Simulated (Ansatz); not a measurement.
# What KTaTe3 (built on the sites of a database entry of KTaO3) distorts into

Which phase does KTaTe3 (built on the sites of a database entry of KTaO3) fall into along its unstable mode, and how much energy does it gain?

Program: Ansatz 0.2.0. Level of theory: DFT PBEsol, scalar-relativistic, plane waves, PAW. Results are calculated unless marked as measured.

The structure was built from a prototype and need not be the compound's stable phase.

### Step 1. Set-up

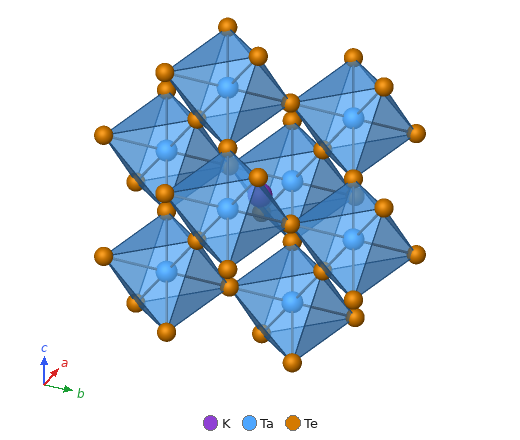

The cell as given, from a free direction (potassium purple, tantalum blue, tellurium orange). Some periodic images of atoms are drawn too.

### Step 2. The dispersion

The cell comes from relaxations at this level that are not shown. Stability and thermal properties need the whole zone. Linear response on a 2×2×2 q mesh gives force constants as far as a supercell of that size would.

Contents of input.yaml:

```yaml
crystal:
  lattice:
    - [5.4478105987, 0.0, 0.0]
    - [0.0, 5.4478105987, 0.0]
    - [0.0, 0.0, 5.4478105987]
  atoms:
    - { symbol: K, position: [0.5, 0.5, 0.5] }
    - { symbol: Ta, position: [0.0, 0.0, 0.0] }
    - { symbol: Te, position: [0.5, 0.0, 0.0] }
    - { symbol: Te, position: [0.0, 0.5, 0.0] }
    - { symbol: Te, position: [0.0, 0.0, 0.5] }
kpoints:
  mp_grid: { grid: [8, 8, 8] }
hamiltonian:
  xc: pbesol
scf:
  occupations: { method: methfessel_paxton, width: 0.2 }
output:
  eigenvalues: true
phonons:
  method: dfpt
  qmesh: [2, 2, 2]
  temperatures: { t_max: 1000, t_step: 50 }
  qpath:
    path:
      - [[0.0, 0.0, 0.0], [0.0, 0.5, 0.0], [0.5, 0.5, 0.0], [0.0, 0.0, 0.0], [0.5, 0.5, 0.5], [0.0, 0.5, 0.0]]
      - [[0.5, 0.5, 0.5], [0.5, 0.5, 0.0]]
    npoints: 10
```

Command:

```sh
$ ansatz run input.yaml --threads 8 --pin off --max-ram 14336MiB --backend cpu --events-out ev --progress --plain --runs-dir out
```

Numbers of over 12 decimals in the logs are rounded to 6 here.

What it wrote:

```text
Engine: ansatz 0.2.0, aarch64-unknown-linux-gnu
Pseudopotentials: kind: paw
Pseudopotential: K, paw, valence charge 9, recommended cutoff 420 eV (normal), K.paw.azcp
Pseudopotential: Ta, paw, valence charge 13, recommended cutoff 420 eV (normal), Ta.paw.azcp
Pseudopotential: Te, paw, valence charge 16, recommended cutoff 420 eV (normal), Te.paw.azcp
Functional definition: PBEsol
  exchange = pbesol_x
  correlation = pbesol_c
Crystal: 5 atoms, lattice volume = 161.684 Å³
Basis set: ecut = 420 eV, 3119 PW (Γ), exchange–correlation on 80×80×80 points (8 copies of the dense FFT grid, shifted against one another)
Bands: 42, of which v1, the nominal top of the filled ones, is band 35 counted from 1 (34 counted from 0)
Symmetry: 48 space group operations
k-points: 35 of 512
Non-local potential: K, projectors of the file, l = 0: 3, l = 1: 2, l = 2: 2
Non-local potential: Ta, projectors of the file, l = 0: 3, l = 1: 2, l = 2: 2, l = 3: 1
Non-local potential: Te, projectors of the file, l = 0: 2, l = 1: 2, l = 2: 2, l = 3: 2
PAW form: soft (Blöchl's): semilocal exchange-correlation on the pseudo side does not see the compensation charge
PAW frozen core: K, regenerated for the run's functional, and the local potential with it (the file was generated under x = pbe(κ = 0.804, μ = 0.219515), c = pbe(β = 0.066725))
PAW frozen core: Ta, regenerated for the run's functional, and the local potential with it (the file was generated under x = pbe(κ = 0.804, μ = 0.219515), c = pbe(β = 0.066725))
PAW frozen core: Te, regenerated for the run's functional, and the local potential with it (the file was generated under x = pbe(κ = 0.804, μ = 0.219515), c = pbe(β = 0.066725))
PAW one-centre angular grid: K, 110 points (default); XC on 64 Gauss nodes
PAW one-centre angular grid: Ta, 590 points (default); XC on 64 Gauss nodes
PAW one-centre angular grid: Te, 590 points (default); XC on 64 Gauss nodes
Initial density: superposition of atomic densities (neutral atoms: chi_scale 0, normalization atom), corrected by the library's trained network
Initial wavefunctions: pseudopotential atomic-orbital guess
Functional: x = pbesol(κ = 0.804, μ = 0.123457), c = pbesol(β = 0.046)
SCF iter   1: F=—  HF=-32028.555837 eV  |F-HF|=—  |Δ(HF+E_count)|=         —  Δρ=2.36e-3  dr2=7.71e-3  ethr=1.77e-3  ⟨swp⟩=7.2  Hψ=6127  notcnv=0
preconditioner: auto → LDOS  [metal: Δε(μ)=0.020 eV  Ē_g=9.025 eV  σ=0.200 eV  W_gap=0.09  n_scr=32 (ndim 8)  ℏωp=16.0 eV  f_vac=0.043  D(μ)=5.01/eV (n_scr^D=32)  β→1.0]
SCF iter   2: F=—  HF=-32028.554282 eV  |F-HF|=—  |Δ(HF+E_count)|=   1.55e-3  S|Δr|=    0.00e0  Δρ=7.41e-4  dr2=1.29e-3  ethr=1.10e-5  ⟨swp⟩=2.1  Hψ=2989  notcnv=0  defer=1
SCF iter   3: F=—  HF=-32028.554101 eV  |F-HF|=—  |Δ(HF+E_count)|=   1.81e-4  S|Δr|=    0.00e0  Δρ=2.59e-4  dr2=1.42e-4  ethr=1.84e-6  ⟨swp⟩=2.1  Hψ=2583  notcnv=0  defer=1
SCF iter   4: F=—  HF=-32028.554057 eV  |F-HF|=—  |Δ(HF+E_count)|=   4.39e-5  S|Δr|=    0.00e0  Δρ=9.00e-5  dr2=1.01e-5  ethr=2.03e-7  ⟨swp⟩=2.0  Hψ=2528  notcnv=0  defer=1
SCF iter   5: F=—  HF=-32028.554052 eV  |F-HF|=—  |Δ(HF+E_count)|=   4.76e-6  S|Δr|=    0.00e0  Δρ=2.44e-5  dr2=7.64e-7  ethr=1.44e-8  ⟨swp⟩=2.0  Hψ=2653  notcnv=0  defer=1
SCF iter   6: F=—  HF=-32028.554052 eV  |F-HF|=—  |Δ(HF+E_count)|=   2.18e-8  S|Δr|=    0.00e0  Δρ=5.66e-6  dr2=5.07e-8  ethr=1.09e-9  ⟨swp⟩=2.6  Hψ=2495  notcnv=0  defer=1
SCF iter   7: F=—  HF=-32028.554052 eV  |F-HF|=—  |Δ(HF+E_count)|=   1.00e-8  S|Δr|=    0.00e0  Δρ=1.11e-6  dr2=2.76e-9  ethr=7.24e-11  ⟨swp⟩=2.0  Hψ=1995  notcnv=0  defer=1
SCF iter   8: F=—  HF=-32028.554052 eV  |F-HF|=—  |Δ(HF+E_count)|=  5.46e-10  S|Δr|=    0.00e0  Δρ=1.83e-7  dr2=4.08e-11  ethr=3.95e-12  ⟨swp⟩=2.0  Hψ=1987  notcnv=0  defer=1
SCF iter   9: F=-32028.554052 eV  HF=-32028.554052 eV  |F-HF|=7.28e-12  |Δ(HF+E_count)|=  7.28e-12  S|Δr|=    0.00e0  Δρ=2.39e-8  dr2=6.49e-13  ethr=1.00e-12  ⟨swp⟩=10.9  Hψ=8012  notcnv=0
SCF 1 converged in 9 iterations: F = -32028.554052 eV  dr2 = 6.49e-13
  greatest PAW one-centre occupation: 1.000 electrons in one spin orbital (limit 2), on the Ta atom at site 1 (counted from 0), in its partial waves of l = 0
Initial density: read from a saved state, or passed on in memory by an earlier SCF of this step, an earlier step, the calling program or the single point that the run made first
iter 1 solved again at ethr=3.08e-7 eV; its pass at ethr=3.10e-3 eV (dr2=2.16e-4 eV) is discarded
SCF iter   1: F=—  HF=-32028.554052 eV  |F-HF|=—  |Δ(HF+E_count)|=         —  Δρ=8.82e-7  dr2=7.50e-10  ethr=3.08e-7  ⟨swp⟩=3.5  Hψ=9664  notcnv=0
eigensolver tolerance schedule: the retry pair's looser diagonalisation over-reported the residual by 287499.92 of it (diagonalisation noise at an unbounded share of the residual, at the tolerance the schedule requests for it); recorded, not acted on — ethr = c·dr2/N_el stays at c = 1.0e-1
preconditioner: auto → LDOS  [metal: Δε(μ)=0.010 eV  Ē_g=9.027 eV  σ=0.200 eV  W_gap=0.04  n_scr=32 (ndim 8)  ℏωp=16.0 eV  f_vac=0.037  D(μ)=5.06/eV (n_scr^D=32)  β→1.0]
SCF iter   2: F=—  HF=-32028.554052 eV  |F-HF|=—  |Δ(HF+E_count)|=   9.80e-8  S|Δr|=    0.00e0  Δρ=1.03e-6  dr2=1.05e-9  ethr=1.07e-12  ⟨swp⟩=4.8  Hψ=4678  notcnv=0
SCF iter   3: F=—  HF=-32028.554052 eV  |F-HF|=—  |Δ(HF+E_count)|=  5.31e-10  S|Δr|=    0.00e0  Δρ=4.59e-7  dr2=1.86e-10  ethr=1.07e-12  ⟨swp⟩=2.1  Hψ=2647  notcnv=0
SCF iter   4: F=—  HF=-32028.554052 eV  |F-HF|=—  |Δ(HF+E_count)|=  5.46e-11  S|Δr|=    0.00e0  Δρ=3.14e-7  dr2=9.05e-11  ethr=1.00e-12  ⟨swp⟩=1.0  Hψ=1470  notcnv=0
SCF iter   5: F=—  HF=-32028.554052 eV  |F-HF|=—  |Δ(HF+E_count)|=  1.09e-11  S|Δr|=    0.00e0  Δρ=1.97e-7  dr2=3.70e-11  ethr=1.00e-12  ⟨swp⟩=1.0  Hψ=1470  notcnv=0
SCF iter   6: F=—  HF=-32028.554052 eV  |F-HF|=—  |Δ(HF+E_count)|=    0.00e0  S|Δr|=    0.00e0  Δρ=1.38e-7  dr2=1.82e-11  ethr=1.00e-12  ⟨swp⟩=1.0  Hψ=1470  notcnv=0
SCF iter   7: F=-32028.554052 eV  HF=-32028.554052 eV  |F-HF|=0.00e0  |Δ(HF+E_count)|=  1.46e-11  S|Δr|=    0.00e0  Δρ=4.87e-8  dr2=2.21e-12  ethr=1.00e-12  ⟨swp⟩=4.8  Hψ=3791  notcnv=0
SCF 2 converged in 7 iterations: F = -32028.554052 eV  dr2 = 2.21e-12
phonons: the bands overlap, so this run is a metal and interpolates without the dipole-dipole term. If the crystal is really an insulator or semiconductor, its LO-TO splitting is missing
NSCF: frozen V_eff on 35 k-points
NSCF: frozen V_eff on 125 k-points
DFPT response loops at q = (0, 0, 0) (fractional): preconditioner auto → Kerker (q_TF=auto, 2.373 Å⁻¹) (partly filled bands, converged f_vac=0.037); β = 1.00, the filter's whole step (`scf.mixing.beta` (0.50) is not read by the response loops under this deck's `scf.mixing.preconditioner`; to damp them name `kerker` or `kerker_dos`, under which they read `scf.mixing.beta`, and type it under 1.00, their step now; both keys bind the ground state too); Broyden in place of MSR1
NSCF: frozen V_eff on 250 k-points
DFPT response loops at q = (0, 0, -0.5) (fractional): mixed as the last ones told, above
NSCF: frozen V_eff on 250 k-points
DFPT response loops at q = (0, -0.5, -0.5) (fractional): mixed as the last ones told, above
NSCF: frozen V_eff on 250 k-points
DFPT response loops at q = (-0.5, -0.5, -0.5) (fractional): mixed as the last ones told, above
SCF converged after 9 iterations
Stability not checked: this state was not tested for a lower state beside it, because cold or Methfessel-Paxton smearing, or corrected tetrahedra, fill the levels in a way that the test cannot read (fill_not_monotonic; see scf.lower_state_search)
Free energy (F): -32028.554052 eV
Harris-Foulkes:  -32028.554052 eV  (|F-HF|=7.28e-12)
Internal energy: -32028.527254 eV  (E = F + TS)
E sigma→0 (E₀):  -32028.547353 eV
Entropy (-TS):   -0.026799 eV (-5.360 meV/atom)
Fermi energy:    8.396933 eV
--- Per-component energies (eV) ---
  E_band       = -1124.489638
  E_kinetic    = 1163.306913
  E_local      = -6011.612865  (includes V_loc(G=0)·N_el)
  E_nonlocal   = -892.120347
  E_hartree    = 3291.512494
  E_xc         = -720.250741
  E_vxc        = -679.651676  (∫ρ·V_xc dr)
  E_paw        = -22789.649255  (= ΣΔE_a)
  E_vpaw       = -1287.436234  (= ΣTr[D̂ρ^β])
  E_aug_tail   = -0.000416  (compensation charges beyond the density's cutoff)
  E_ewald      = -6071.159012
  E_core_change = 1.445977  (= ΣΔE_core)
  E_smearing   = -0.026799  (= −TS)
  E_closure    = 0.000000  (closes the sum)
  Σ components = -32028.554052   (vs F -32028.554052, Δ=0.00e0)
--- Band table (eV; the first three rows and the last of 35) ---
  k-point 0: bands = [... 31 lower, 7.2235, 7.4611, 7.4611, 7.4611, 8.0994, 8.0994, 8.0994, 9.4094, ... 3 higher]
  k-point 1: bands = [... 31 lower, 7.1140, 7.4479, 7.4676, 7.7075, 7.7075, 8.4275, 8.4275, 9.4274, ... 3 higher]
  k-point 2: bands = [... 31 lower, 6.6035, 6.8813, 7.4834, 7.7508, 7.7508, 9.0857, 9.0857, 9.4577, ... 3 higher]
  k-point 34: bands = [... 31 lower, 4.2909, 8.7980, 8.7980, 8.7980, 9.7393, 9.7393, 9.7393, 10.5618, ... 3 higher]
--- Phonons (Γ-DFPT): 4 representative perturbations + reference (Σ response iterations 14) ---
  ASR residual: 3.489e-5 → 0.000e0 eV/Å²; symmetrization residual: 1.969e-5 eV/Å²
  ASR residual per site (eV/Å²): 1.20e-5 3.49e-5 3.61e-6 3.61e-6 3.61e-6
  Γ frequencies (cm⁻¹): 0.00 0.00 0.00 13.68 13.68 13.68 32.55 32.55 32.55 63.00 63.00 63.00 181.66 181.66 181.66
--- Phonons (arbitrary-q DFPT): 4 irreducible q on the 2×2×2 mesh ---
  q = [0.0000, 0.0000, 0.0000] (star 1, of the zone-centre solve; hermiticity 3.46e-6, symmetrization 1.40e-11): -0.00 -0.00 0.00 13.68 13.68 13.68 32.55 32.55 32.55 63.00 63.00 63.00 181.66 181.66 181.66
  q = [0.0000, 0.0000, -0.5000] (star 3, 9 solved perturbations in 975 linear systems a pass and spin channel, the states on 125 of 512 k-point pairs; hermiticity 2.73e-6, symmetrization 1.80e-11): -15.60 -15.60 31.34 31.34 41.18 48.98 48.98 53.14 57.51 68.92 68.92 103.53 179.09 179.09 180.77
  q = [0.0000, -0.5000, -0.5000] (star 3, 9 solved perturbations in 975 linear systems a pass and spin channel, the states on 125 of 512 k-point pairs; hermiticity 3.40e-6, symmetrization 2.81e-12): -31.31 -23.71 39.80 39.80 56.25 60.09 60.09 61.96 61.96 89.46 90.82 105.48 105.48 176.77 194.71
  q = [-0.5000, -0.5000, -0.5000] (star 1, 4 solved perturbations in 350 linear systems a pass and spin channel, the states on 125 of 512 k-point pairs; hermiticity 3.28e-6, symmetrization 4.89e-11): -32.52 -32.52 -32.52 -29.42 -29.42 52.52 52.52 52.52 92.33 92.33 92.33 103.61 103.61 103.61 208.06
  sum rule: each row above includes the acoustic sum rule's correction from the zone centre's row sums; it moved no ω² by more than (0.29 cm⁻¹)²
  mesh force constants: q→R imaginary residual 1.67e-18; ASR residual 3.489e-5 → 0.000e0 eV/Å²; symmetrization residual 5.329e-15 eV/Å²
  interpolated dispersion: 62 rows × 15 modes
  density of states and harmonic sums: on the 12×12×12 q-mesh, interpolated from the force constants of a 2×2×2 supercell (no non-analytic term)
  largest difference from the sums on the solved wave vectors: F 4.12e-1 eV, S 5.25e-4 and C_V 1.14e-4 eV/K
  zero-point energy: 0.067595 eV/cell   skipped modes (ω ≤ 0): 114, of them read as no rigid motion or as one in doubt: 111 (1.183e0 modes/cell left out, lowest -32.52 cm⁻¹)   left out of the sums: 7.90e-2 of the cell's modes: C_V's classical limit lies that fraction below 3 k_B per atom; for a crystal, a wire or a layer, F and S can be off by more, and a phonons.interpolated_qmesh denser along its periods is the remedy for the sampling
```

It took 5.6 min on 8 threads of Arm Neoverse V1, shared host; peak memory 2.5 GiB; 43 min of CPU time.

The column dr2 measures how far the density is from self-consistency, as an energy; F and HF (Harris–Foulkes) agree once it is small.

This step gave:

```yaml
volume_per_atom: 32.34 Å³
gap_on_the_k_mesh: 0 eV
sum_rule_residual_before_enforcement: 3.49e-5 eV/Å²
lowest_frequency_on_the_path: -32.52 cm⁻¹
point_group: m-3m
highest_frequency_on_the_path_or_at_a_solved_wavevector: 208.8 cm⁻¹
highest_optical_mode_at_the_zone_centre_no_lo_to_term: 181.7 cm⁻¹
lowest_optical_zone_centre_mode: 13.68 cm⁻¹
lowest_mode_on_the_q_mesh_acoustic_modes_at_gamma_apart: -32.52 cm⁻¹
```

Frequencies (cm⁻¹) solved at each irreducible wavevector; negative means imaginary. Frequencies by wavevector, by row:

```tsv
q in reciprocal lattice units	star	mode 1	mode 2	mode 3	mode 4	mode 13	mode 14	mode 15
0 0 0	1	0	0	0	13.7	181.7	181.7	181.7
0 0 -0.5	3	-15.6	-15.6	31.3	31.3	179.1	179.1	180.8
0 -0.5 -0.5	3	-31.3	-23.7	39.8	39.8	105.5	176.8	194.7
-0.5 -0.5 -0.5	1	-32.5	-32.5	-32.5	-29.4	103.6	103.6	208.1
```

Interpolated from a 2×2×2 q mesh. The phonon branches at the labelled points (cm⁻¹):

```tsv
point	branch 1	branch 2	branch 3	branch 4	branch 12	branch 13	branch 14	branch 15
Γ	0	0	0	14	63	182	182	182
X	-16	-16	31	31	104	179	179	181
M	-31	-24	40	40	106	106	177	195
Γ	0	0	0	14	63	182	182	182
R	-32	-32	-32	-29	104	104	104	208
X	-16	-16	31	31	104	179	179	181
jump to R	-32	-32	-32	-29	104	104	104	208
M	-31	-24	40	40	106	106	177	195
```

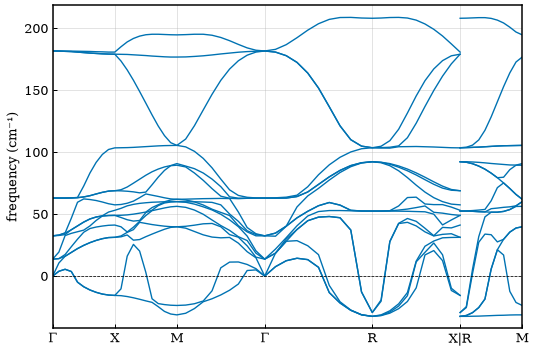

Phonon branches along the path.

Symmetry leaves 4 wavevectors to solve. The lowest mode among them, the acoustic zeros apart, lies at q = (-0.5, -0.5, -0.5) and is imaginary, 32.5i cm⁻¹, so the energy falls along it.

### Step 3. The mode frozen in, largest atomic shift 0 Å

The mode followed lies at q = (0, -0.5, -0.5) with frequency 31.3i cm⁻¹, one of the unstable modes though not the softest. At small amplitude the distorted cell has space group no. 127 by a symmetry search on the positions. The undistorted cell that holds it gives the zero of energy on the same k mesh.

System of this step: KTaTe3 (built on the sites of a database entry of KTaO3). The structure is cubic, space group Pm-3m (No. 221). Conventional cell: a = 5.448 Å, b = 5.448 Å, c = 5.448 Å, α = 90.00°, β = 90.00°, γ = 90.00°. Nearest to K lie 12 Te at 3.85 Å. Ta has 6 Te at 2.72 Å nearest. Te has 2 Ta at 2.72 Å and 4 K at 3.85 Å nearest. Nearest to Te lie 2 Ta at 2.72 Å and 4 K at 3.85 Å. Farther neighbours and most contacts between anions are not listed.

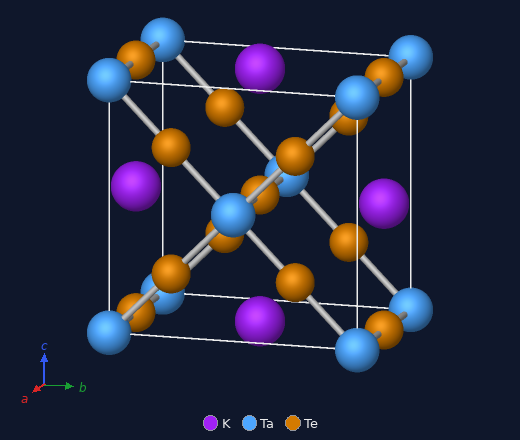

The cell of this step (potassium purple, tantalum blue, tellurium orange). Some periodic images of atoms are drawn too.

Contents of input.yaml:

```yaml
crystal:
  lattice:
    - [-5.4478105987, 0.0, 0.0]
    - [0.0, -5.4478105987, -5.4478105987]
    - [0.0, -5.4478105987, 5.4478105987]
  atoms:
    - { symbol: K, position: [0.5, 1.0, 0.5] }
    - { symbol: K, position: [0.5, 0.5, 0.0] }
    - { symbol: Ta, position: [0.0, 0.5, 0.5] }
    - { symbol: Ta, position: [0.0, 0.0, 0.0] }
    - { symbol: Te, position: [0.5, 0.5, 0.5] }
    - { symbol: Te, position: [0.5, 0.0, 0.0] }
    - { symbol: Te, position: [0.0, 0.25, 0.25] }
    - { symbol: Te, position: [0.0, 0.75, 0.75] }
    - { symbol: Te, position: [0.0, 0.25, 0.75] }
    - { symbol: Te, position: [0.0, 0.75, 0.25] }
kpoints:
  mp_grid: { grid: [8, 6, 6] }
hamiltonian:
  xc: pbesol
scf:
  occupations: { method: methfessel_paxton, width: 0.2 }
output:
  forces: true
  stress: true
  eigenvalues: true
```

What it wrote:

```text
[...]
Crystal: 10 atoms, lattice volume = 323.367 Å³
Basis set: ecut = 420 eV, 6287 PW (Γ), exchange–correlation on 80×108×108 points (8 copies of the dense FFT grid, shifted against one another)
Bands: 84, of which v1, the nominal top of the filled ones, is band 70 counted from 1 (69 counted from 0)
Symmetry: 32 space group operations
[...]
k-points: 50 of 288
[...]
k-point 0: bands = [... 66 lower, 7.4391, 7.4425, 7.4425, 8.1005, 8.1005, 8.1016, 8.7303, 9.3853, ... 10 higher]
  k-point 1: bands = [... 66 lower, 7.2436, 7.5045, 7.7989, 7.9271, 8.1455, 8.3144, 8.5377, 9.4558, ... 10 higher]
  k-point 2: bands = [... 66 lower, 7.0446, 7.1742, 7.4953, 8.1118, 8.5002, 8.5625, 8.6972, 9.2582, ... 10 higher]
  k-point 49: bands = [... 66 lower, 6.3899, 6.3899, 8.7335, 8.7335, 9.5568, 9.5568, 9.6057, 9.6057, ... 10 higher]
[key lines of the parts left out:]
SCF converged after 6 iterations
Free energy (F): -64057.136878 eV
Fermi energy:    8.399720 eV
P = ⅓ Tr σ = 0.0051 GPa (0.051 kbar)
```

Wall time 9.8 s (8 threads); peak memory 1.9 GiB; 74 s of CPU time.

This step gave:

```yaml
pressure: 0.005059 GPa
energy_from_the_undistorted_cell: 0 meV/atom
```

The run ends at a pressure of 0.01 GPa.

### Step 4. The mode frozen in, largest atomic shift 0.6 Å

The atoms are moved along the unstable eigenvector, the largest shift by 0.6 Å, with the cell fixed.

input.yaml, the sections that differ from step 3:

```yaml
crystal:
  lattice:
    - [-5.4478105987, 0.0, 0.0]
    - [0.0, -5.4478105987, -5.4478105987]
    - [0.0, -5.4478105987, 5.4478105987]
  atoms:
    - { symbol: K, position: [0.5, 1.0, 0.5] }
    - { symbol: K, position: [0.5, 0.5, 0.0] }
    - { symbol: Ta, position: [0.0, 0.5, 0.5] }
    - { symbol: Ta, position: [0.0, 0.0, 0.0] }
    - { symbol: Te, position: [0.5, 0.5, 0.5] }
    - { symbol: Te, position: [0.5, 0.0, 0.0] }
    - { symbol: Te, position: [0.0, 0.3050679937, 0.1949320063] }
    - { symbol: Te, position: [0.0, 0.6949320063, 0.8050679937] }
    - { symbol: Te, position: [0.0, 0.1949320063, 0.6949320063] }
    - { symbol: Te, position: [0.0, 0.8050679937, 0.3050679937] }
# kpoints, hamiltonian, scf, output: as in step 3
```

What it wrote:

```text
[...]
Crystal: 10 atoms, lattice volume = 323.367 Å³
Basis set: ecut = 420 eV, 6287 PW (Γ), exchange–correlation on 80×108×108 points (8 copies of the dense FFT grid, shifted against one another)
Bands: 84, of which v1, the nominal top of the filled ones, is band 70 counted from 1 (69 counted from 0)
Symmetry: 16 space group operations
[...]
k-points: 50 of 288
[...]
k-point 0: bands = [... 66 lower, 7.2955, 7.4108, 7.4108, 7.5982, 7.9047, 8.1448, 8.1448, 8.7076, ... 10 higher]
  k-point 1: bands = [... 66 lower, 7.1936, 7.2650, 7.6522, 7.7968, 7.8120, 8.1322, 8.2649, 9.0553, ... 10 higher]
  k-point 2: bands = [... 66 lower, 6.8458, 7.0528, 7.5697, 7.6604, 8.3141, 8.5015, 8.6542, 9.1411, ... 10 higher]
  k-point 49: bands = [... 66 lower, 6.4704, 6.4704, 8.3755, 8.3755, 8.8242, 8.8242, 9.4508, 9.4508, ... 10 higher]
[key lines of the parts left out:]
SCF converged after 7 iterations
Free energy (F): -64057.456903 eV
Fermi energy:    8.215580 eV
P = ⅓ Tr σ = -1.4908 GPa (-14.908 kbar)
```

Run time: 9.9 s. Hardware: 8 threads; peak memory 1.9 GiB; 76 s of CPU time.

This step gave:

```yaml
pressure: -1.491 GPa
energy_from_the_undistorted_cell: -31.72 meV/atom
```

The energy, extrapolated to zero smearing, is -31.72 meV/atom against the undistorted cell.

The run ends at a pressure of -1.49 GPa, with forces up to 0.013 eV/Å.

(Part 1 of 2 ends here.)

[Logs are printed without paths, hosts, clocks, repeated set-up lines and the standing remarks that a program may print on its own settings, such as how far it seeks lower states.]

[Hosts, paths, dates, database ids (printed as entryN), source tags and the programs' standing remarks are cut or masked in the printed files.]
